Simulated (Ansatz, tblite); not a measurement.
# Al(H2O)Cl3 (AlCl3H2O): rung by rung, part 2 of 2

Aim: run the singlet of Al(H2O)Cl3 (AlCl3H2O) at one geometry on many levels, and compare frontier levels, spin and run time.

Ansatz 0.2.0, Gaussian basis; as each input shows. Earlier steps stand in the parts before.

**17. B3LYP-D4/6-31G**

Contents of in.yaml:

```yaml
crystal:
  periodic: [false, false, false]
  atoms:
    - {symbol: Al, position_ang: [0.170056, -0.052307, -0.784588]}
    - {symbol: O, position_ang: [0.177842, 0.039425, 1.194850]}
    - {symbol: H, position_ang: [-0.410898, -0.683909, 1.506901]}
    - {symbol: H, position_ang: [-0.260322, 0.885439, 1.438401]}
    - {symbol: Cl, position_ang: [2.177536, -0.266150, -1.396892]}
    - {symbol: Cl, position_ang: [-0.761052, 1.848785, -1.065992]}
    - {symbol: Cl, position_ang: [-1.093152, -1.771284, -0.892690]}
basis:
  gaussian: {orbitals: 6-31G}
hamiltonian: {xc: {name: B3LYP}, dispersion: d4}
scf: {omitted_lower_state_checks: [starts]}
output: {orbitals: {seedname: orbitals}}
```

Launch:

```
ansatz run in.yaml --threads 4 --pin off --events-out ev --progress --plain --max-ram 3916MiB
```

Log (excerpt; [...] marks lines left out):

```text
Functional definition: B3LYP
  name "B3LYP"
  cite "Stephens, Devlin, Chabalowski & Frisch, J. Phys. Chem. 98, 11623 (1994) doi:10.1021/j100096a001"
  cite "Becke, Phys. Rev. A 38, 3098 (1988) doi:10.1103/PhysRevA.38.3098"
  cite "Lee, Yang & Parr, Phys. Rev. B 37, 785 (1988) doi:10.1103/PhysRevB.37.785"
  cite "Vosko, Wilk & Nusair, Can. J. Phys. 58, 1200 (1980) doi:10.1139/p80-159"
[...]
697 factors; integrals over basis functions are off by at most 2.2e-4 eV
[...]
mean field -46248.01701071 eV, -1699.5832771116 hartree, gradient 3.4e-5 eV, S^2 0.000000; 0 other end points of the search recorded, 0 dependent functions left out
reference -46248.01728153 eV, -1699.5832870640 hartree; 37, 37 occupied and 28, 28 virtual orbitals, 697 factors
Total energy: -46248.37637051 eV, -1699.5964833410 hartree
Checks for a lower state left out: starts
```

Wall time 0.9 s (4 threads of Arm Neoverse V2, shared host).

Report: HOMO -8.77 eV, LUMO -1.49 eV.

**18. PBE0-D4/def2-TZVPD**

in.yaml: that of step 17 with these lines changed.

```diff
@@ -11,4 +11,4 @@
 basis:
-  gaussian: {orbitals: 6-31G}
-hamiltonian: {xc: {name: B3LYP}, dispersion: d4}
+  gaussian: {orbitals: def2-TZVPD, initial_orbitals: start.molden}
+hamiltonian: {xc: pbe0, dispersion: d4}
 scf: {omitted_lower_state_checks: [starts]}
```

Same command.

Log:

```text
Functional definition: PBE0
  name "PBE0"
  cite "Adamo & Barone, J. Chem. Phys. 110, 6158 (1999) doi:10.1063/1.478522"
  cite "Perdew, Burke & Ernzerhof, Phys. Rev. Lett. 77, 3865 (1996) doi:10.1103/PhysRevLett.77.3865"
  parent pbe
  parameter a = 0.25
  parameter kappa = 0.804
  parameter beta = 0.06672455060314922
  exchange = (1 - a)*pbe_x(kappa = kappa, mu = beta*pi^2/3) + a*exact_x
  correlation = pbe_c(beta = beta)
these checks for a lower state are left out or cut short: starts
1504 factors; their error is unknown
mean field evaluation 1: about -46236.0817 eV, gradient 7.5e0 eV
mean field evaluation 2: about -46236.1567 eV, gradient 1.1e-1 eV
mean field evaluation 4: about -46236.2592 eV, gradient 2.7e-4 eV
mean field -46236.25921700 eV, -1699.1511861628 hartree, gradient 1.7e-5 eV, S^2 0.000000; 0 other end points of the search recorded, 0 dependent functions left out
reference -46236.25927591 eV, -1699.1511883276 hartree; 37, 37 occupied and 202, 202 virtual orbitals, 1504 factors
Total energy: -46236.44979001 eV, -1699.1581895917 hartree
Checks for a lower state left out: starts
```

It took 4.3 s on 4 threads of Arm Neoverse V2, shared host; peak memory 0.79 GiB.

HOMO -8.86 eV, LUMO -1.31 eV.

**19. PBE-D4/def2-TZVPD**

in.yaml: that of step 18 with these lines changed.

```diff
@@ -12,3 +12,3 @@
   gaussian: {orbitals: def2-TZVPD, initial_orbitals: start.molden}
-hamiltonian: {xc: pbe0, dispersion: d4}
+hamiltonian: {xc: pbe, dispersion: d4}
 scf: {omitted_lower_state_checks: [starts]}
```

Same command.

Log:

```text
Functional definition: PBE
  name "PBE"
  cite "Perdew, Burke & Ernzerhof, Phys. Rev. Lett. 77, 3865 (1996) doi:10.1103/PhysRevLett.77.3865"
  parent pbe
  parameter kappa = 0.804
  parameter beta = 0.06672455060314922
  exchange = pbe_x(kappa = kappa, mu = beta*pi^2/3)
  correlation = pbe_c(beta = beta)
these checks for a lower state are left out or cut short: starts
1390 factors; their error is unknown
mean field evaluation 1: about -46232.3241 eV, gradient 1.8e1 eV
mean field evaluation 2: about -46232.5377 eV, gradient 3.3e-1 eV
mean field evaluation 4: about -46232.5245 eV, gradient 2.9e-1 eV
mean field -46232.52459724 eV, -1699.0139414178 hartree, gradient 8.0e-5 eV, S^2 0.000000; 0 other end points of the search recorded, 0 dependent functions left out
reference -46232.52467252 eV, -1699.0139441845 hartree; 37, 37 occupied and 202, 202 virtual orbitals, 1390 factors
Total energy: -46232.74458728 eV, -1699.0220259029 hartree
Checks for a lower state left out: starts
```

Wall time 2.7 s (4 threads of Arm Neoverse V2, shared host).

From the report: HOMO -7.47 eV, LUMO -2.08 eV.

**20. r2SCAN-D4/def2-TZVPD**

in.yaml: that of step 19 with these lines changed.

```diff
@@ -12,3 +12,3 @@
   gaussian: {orbitals: def2-TZVPD, initial_orbitals: start.molden}
-hamiltonian: {xc: pbe, dispersion: d4}
+hamiltonian: {xc: r2scan, dispersion: d4}
 scf: {omitted_lower_state_checks: [starts]}
```

The command is unchanged.

Log:

```text
Functional definition: r2SCAN
  name "r2SCAN"
  cite "Furness, Kaplan, Ning, Perdew & Sun, J. Phys. Chem. Lett. 11, 8208 (2020) doi:10.1021/acs.jpclett.0c02405"
  cite "Furness, Kaplan, Ning, Perdew & Sun, J. Phys. Chem. Lett. 11, 9248 (2020) doi:10.1021/acs.jpclett.0c03077"
  parent r2scan
  parameter k0 = 0.174
  parameter k1 = 0.065
  parameter a1 = 4.9479
  exchange = r2scan_x(k0 = k0, k1 = k1, a1 = a1)
  correlation = r2scan_c
these checks for a lower state are left out or cut short: starts
1390 factors; their error is unknown
mean field evaluation 1: about -46249.7692 eV, gradient 1.3e1 eV
mean field evaluation 2: about -46249.8660 eV, gradient 1.8e-1 eV
mean field evaluation 4: about -46249.8489 eV, gradient 4.9e-4 eV
mean field -46249.84893240 eV, -1699.6505989920 hartree, gradient 1.6e-5 eV, S^2 0.000000; 0 other end points of the search recorded, 0 dependent functions left out
reference -46249.84896246 eV, -1699.6506000970 hartree; 37, 37 occupied and 202, 202 virtual orbitals, 1390 factors
Total energy: -46249.90123667 eV, -1699.6525211385 hartree
Checks for a lower state left out: starts
```

Run time: 5.5 s. Hardware: 4 threads of Arm Neoverse V2, shared host.

Report: HOMO -7.81 eV, LUMO -1.46 eV.

**21. CCSD(T)/def2-TZVPP**

in.yaml: that of step 20 with these lines changed.

```diff
@@ -11,4 +11,4 @@
 basis:
-  gaussian: {orbitals: def2-TZVPD, initial_orbitals: start.molden}
-hamiltonian: {xc: r2scan, dispersion: d4}
+  gaussian: {orbitals: def2-TZVPP, initial_orbitals: start.molden}
+correlation: {method: ccsd_t}
 scf: {omitted_lower_state_checks: [starts]}
```

Same command.

Log (excerpt; [...] marks lines left out):

```text
Functional definition: HF
  name "HF"
  cite "Fock, Z. Phys. 61, 126 (1930) doi:10.1007/BF01340294"
  parent pbe
[...]
1361 factors; integrals over basis functions are off by at most 1.0e-3 eV
[...]
mean field -46172.10129736 eV, -1696.7934261036 hartree, gradient 9.7e-6 eV, S^2 0.000000; 0 other end points of the search recorded, 0 dependent functions left out
21 core orbitals not correlated: weight in the atoms' cores, before any rotation towards them, 1.000 or more for the frozen orbitals, at most 0.000 for the correlated occupied ones
reference -46172.10129736 eV, -1696.7934261036 hartree; 16, 16 occupied and 190, 190 virtual orbitals, 1361 factors
second order -24.35442469 eV of doubles, -0.00000000 eV of singles
cycle   1  -25.23619008 eV  change   -8.8e-1 eV  update   8.3e-2
[...]
cycle   8  -25.77819682 eV  change   -4.3e-6 eV  update   2.0e-5
perturbative correction -1.01297921 eV, -0.0372262993 hartree
Total energy: -46198.89247339 eV, -1697.7779836629 hartree
Checks for a lower state left out: starts
```

Wall time 88 s (4 threads of Arm Neoverse V2, shared host); peak memory 3.4 GiB.

Report: Hartree-Fock HOMO -12.09 eV, LUMO 2.06 eV; T1 0.008.

**22. MP2/def2-TZVP**

in.yaml: that of step 21 with these lines changed.

```diff
@@ -11,4 +11,4 @@
 basis:
-  gaussian: {orbitals: def2-TZVPP, initial_orbitals: start.molden}
-correlation: {method: ccsd_t}
+  gaussian: {orbitals: def2-TZVP, initial_orbitals: start.molden}
+correlation: {method: mp2}
 scf: {omitted_lower_state_checks: [starts]}
```

Launched as before.

Log:

```text
Functional definition: HF
  name "HF"
  cite "Fock, Z. Phys. 61, 126 (1930) doi:10.1007/BF01340294"
  parent pbe
  exchange = exact_x
  correlation = 0
these checks for a lower state are left out or cut short: starts
1166 factors; integrals over basis functions are off by at most 1.2e-3 eV
mean field evaluation 1: about -46170.8575 eV, gradient 4.5e1 eV
mean field evaluation 2: about -46171.6655 eV, gradient 1.1e0 eV
mean field evaluation 4: about -46172.0158 eV, gradient 9.0e-3 eV
mean field evaluation 8: about -46172.0159 eV, gradient 1.5e-6 eV
mean field -46172.01589934 eV, -1696.7902877841 hartree, gradient 7.9e-7 eV, S^2 0.000000; 0 other end points of the search recorded, 0 dependent functions left out
21 core orbitals not correlated: weight in the atoms' cores, before any rotation towards them, 1.000 or more for the frozen orbitals, at most 0.000 for the correlated occupied ones
reference -46172.01589934 eV, -1696.7902877841 hartree; 16, 16 occupied and 154, 154 virtual orbitals, 1166 factors
second order -23.88789855 eV of doubles, -0.00000000 eV of singles
Total energy: -46195.90379789 eV, -1697.6681518642 hartree
Checks for a lower state left out: starts
```

It took 1.9 s on 4 threads of Arm Neoverse V2, shared host.

Report: Hartree-Fock HOMO -12.09 eV, LUMO 2.10 eV.

**23. RPA/def2-TZVP**

in.yaml: that of step 22 with these lines changed.

```diff
@@ -12,4 +12,4 @@
   gaussian: {orbitals: def2-TZVP, initial_orbitals: start.molden}
-correlation: {method: mp2}
+hamiltonian: {xc: pbe}
+correlation: {method: rpa}
 scf: {omitted_lower_state_checks: [starts]}
-output: {orbitals: {seedname: orbitals}}
```

Same command.

Log (excerpt; [...] marks lines left out):

```text
Functional definition: PBE
  name "PBE"
  cite "Perdew, Burke & Ernzerhof, Phys. Rev. Lett. 77, 3865 (1996) doi:10.1103/PhysRevLett.77.3865"
  parent pbe
[...]
1166 factors; integrals over basis functions are off by at most 1.2e-3 eV
[...]
mean field -46232.42772270 eV, -1699.0103813442 hartree, gradient 3.1e-6 eV, S^2 0.000000; 0 other end points of the search recorded, 0 dependent functions left out
21 core orbitals not correlated: weight in the atoms' cores, before any rotation towards them, 1.000 or more for the frozen orbitals, at most 0.000 for the correlated occupied ones
reference -46170.46288103 eV, -1696.7332154142 hartree; 16, 16 occupied and 154, 154 virtual orbitals, 1166 factors
Total energy: -46208.85975202 eV, -1698.1442743965 hartree
Checks for a lower state left out: starts
```

It took 3.4 s on 4 threads of Arm Neoverse V2, shared host.

**24. Comparison**

| level | functions | HOMO (eV) | LUMO (eV) | gap (eV) | time |
| --- | --- | --- | --- | --- | --- |
| HF/STO-3G | 43 | -10.21 | 7.18 | 17.40 | 0.1 s |
| HF/6-31G | 65 | -12.52 | 2.04 | 14.56 | 0.25 s |
| LDA/def2-TZVP | 191 | -7.53 | -1.93 | 5.60 | 0.95 s |
| PBE-D4/def2-SVP | 96 | -7.14 | -1.36 | 5.78 | 0.75 s |
| PBE-D4/def2-TZVP | 191 | -7.38 | -1.74 | 5.65 | 1.6 s |
| PBE-D4/def2-TZVPD | 239 | -7.47 | -2.08 | 5.39 | 2.7 s |
| revPBE-D4/def2-TZVP | 191 | -7.33 | -1.62 | 5.70 | 1.6 s |
| BLYP-D4/def2-TZVP | 191 | -7.20 | -1.77 | 5.43 | 1.6 s |
| r2SCAN-D4/def2-TZVP | 191 | -7.76 | -1.12 | 6.63 | 3.7 s |
| r2SCAN-D4/def2-TZVPD | 239 | -7.81 | -1.46 | 6.35 | 5.5 s |
| B97M-V/def2-TZVP | 191 | -7.82 | -1.48 | 6.34 | 7 s |
| r2SCANh-D4/def2-TZVP | 191 | -8.27 | -0.85 | 7.42 | 4.6 s |
| B3LYP-D4/6-31G | 65 | -8.77 | -1.49 | 7.27 | 0.9 s |
| B3LYP-D4/def2-TZVP | 191 | -8.50 | -1.22 | 7.28 | 2.6 s |
| PBE0-D4/def2-SVP | 96 | -8.62 | -0.45 | 8.17 | 1.1 s |
| PBE0-D4/def2-TZVP | 191 | -8.80 | -0.84 | 7.96 | 2.4 s |
| PBE0-D4/def2-TZVPD | 239 | -8.86 | -1.31 | 7.55 | 4.3 s |
| LC-ωPBE/def2-TZVP | 191 | -11.62 | 1.37 | 12.99 | 2.5 s |

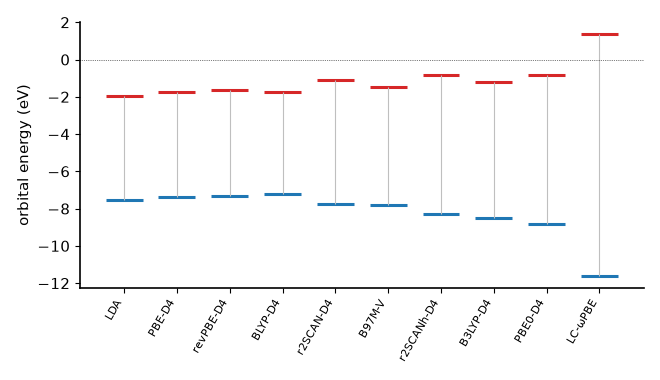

Highest filled (blue) and lowest empty (red) level in def2-TZVP.

Energy pieces by basis (eV):

```csv
basis,HF,MP2 correlation,CCSD correlation,(T),total
def2-TZVPP,-46172.1013,-24.3544,-25.7782,-1.0130,-46198.8925
def2-TZVP,-46172.0159,-23.8879,,,-46195.9038 (MP2)
```

**25. Binding energy**

Free atoms were run apart at each level; binding is atoms less cluster, divided by the number of atoms, without zero-point or spin-orbit terms.

Differences are taken before rounding.

```csv
method,binding an atom (eV),from CCSD(T)/def2-TZVPP (eV),time
HF/STO-3G,3.301,-0.125,0.1 s
HF/6-31G,2.130,-1.296,0.25 s
HF/def2-TZVP,2.606,-0.821,
HF/def2-TZVPP,2.617,-0.809,
LDA/def2-TZVP,3.971,+0.544,0.95 s
PBE-D4/def2-SVP,3.556,+0.130,0.75 s
PBE-D4/def2-TZVP,3.525,+0.099,1.6 s
PBE-D4/def2-TZVPD,3.524,+0.097,2.7 s
revPBE-D4/def2-TZVP,3.430,+0.003,1.6 s
BLYP-D4/def2-TZVP,3.424,-0.002,1.6 s
r2SCAN-D4/def2-TZVP,3.539,+0.113,3.7 s
r2SCAN-D4/def2-TZVPD,3.540,+0.114,5.5 s
B97M-V/def2-TZVP,3.546,+0.120,7 s
r2SCANh-D4/def2-TZVP,3.511,+0.085,4.6 s
B3LYP-D4/6-31G,3.023,-0.403,0.9 s
B3LYP-D4/def2-TZVP,3.439,+0.013,2.6 s
PBE0-D4/def2-SVP,3.496,+0.069,1.1 s
PBE0-D4/def2-TZVP,3.474,+0.048,2.4 s
PBE0-D4/def2-TZVPD,3.475,+0.049,4.3 s
LC-ωPBE/def2-TZVP,3.456,+0.030,2.5 s
MP2/def2-TZVP,3.520,+0.094,1.9 s
CCSD/def2-TZVPP,3.364,-0.062,
CCSD(T)/def2-TZVPP,3.426,0,88 s
```

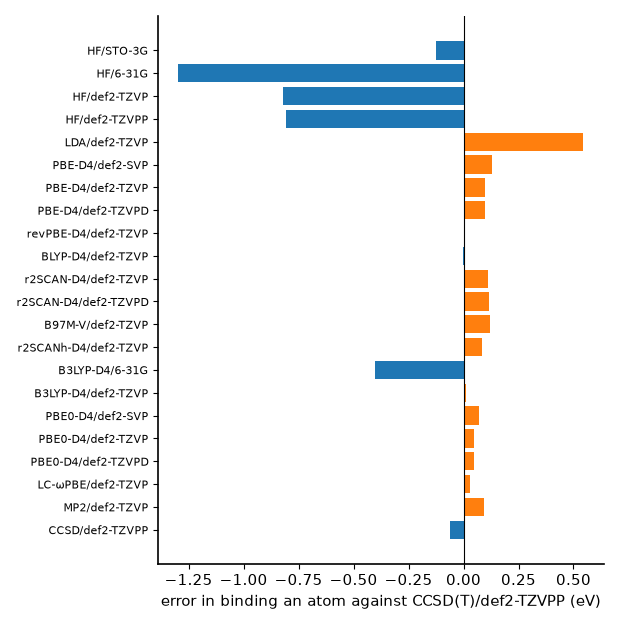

How far each level lands from CCSD(T)/def2-TZVPP.

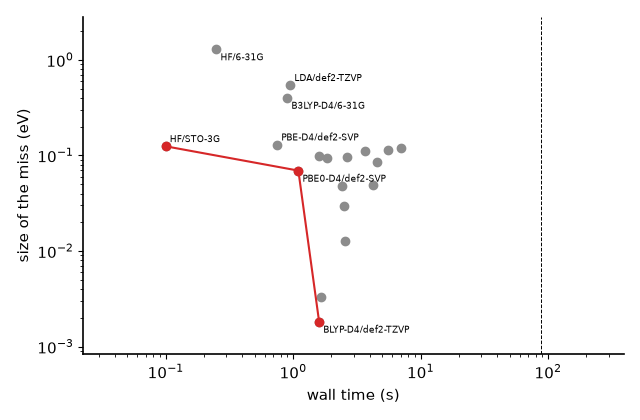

Accuracy for the time spent; red marks the levels that beat every quicker one drawn (of those quicker than the yardstick), and the dashed line is the time of CCSD(T)/def2-TZVPP. Only those levels and the largest misses are named. Times are from a shared host.

**26. Outcome**

This closing draws on all 2 parts.

| quantity | value |
| --- | --- |
| gap in def2-TZVP, named functionals, smallest and largest | 5.43 eV (BLYP-D4), 12.99 eV (LC-ωPBE) |
| correlation energy, CCSD(T)/def2-TZVPP | -26.79 eV |
| correlation energy, MP2/def2-TZVP | -23.89 eV |
| binding an atom, CCSD(T)/def2-TZVPP | 3.426 eV |
| PBE0 total energy, smallest basis above largest | 17.78 eV (def2-SVP, def2-TZVPD) |

Orbital gaps of the named functionals in def2-TZVP span 5.43 eV (BLYP-D4) to 12.99 eV (LC-ωPBE); exact exchange widens it. A small miss in a minimal or small basis is a cancelling of errors, not accuracy. The functionals in def2-TZVP miss CCSD(T)/def2-TZVPP by -0.002 (BLYP-D4) to +0.544 eV (LDA) an atom. The reference is CCSD(T) in one finite basis, so it carries an error of its own, often a tenth of an eV or more, and near misses can't be ranked.

For cost: BLYP-D4/def2-TZVP gets within 0.002 eV in 1.6 s, where CCSD(T)/def2-TZVPP took 88 s; the quickest level in the cost chart, HF/STO-3G, takes 0.1 s and misses by 0.125 eV. The slowest run with a step of its own, CCSD(T)/def2-TZVPP, took 88 s; the quickest functional in def2-TZVP took 0.95 s (shared host).
